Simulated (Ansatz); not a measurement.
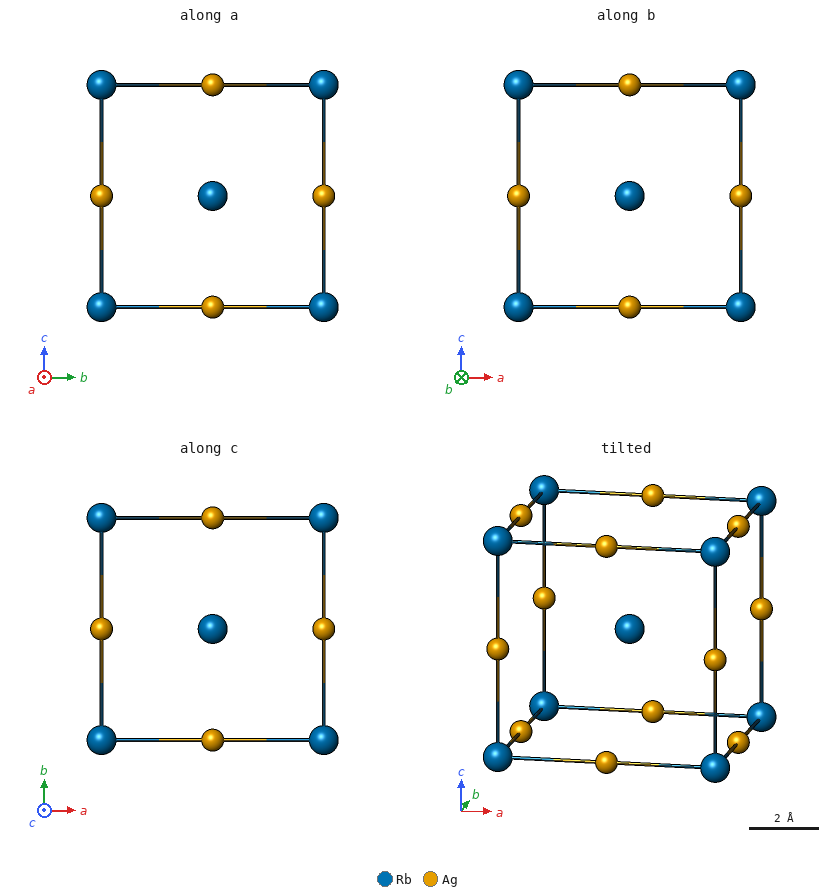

Structure drawing (ball-and-stick), viewed along the a axis, along the b axis, along the c axis and slightly off an axis. The box is the conventional unit cell; atoms on or close to its faces, edges and corners are drawn wherever they repeat.

Lattice parameters: a = 6.468 Å, b = 6.468 Å, c = 6.468 Å, α = 90.00°, β = 90.00°, γ = 90.00°.

Question: From the views, write a table of Wyckoff sites.

Answer: Space group Pm-3m (No. 221).
```csv
atom,site,x,y,z
Rb,1a,0.0000,0.0000,0.0000
Rb,1b,0.5000,0.5000,0.5000
Ag,3d,0.5000,0.0000,0.0000
```

Its origin is a random cell made by a generator, so it need not be a real form of the compound. Relaxation method: DFT PBE, scalar-relativistic, plane waves, PAW (Ansatz).
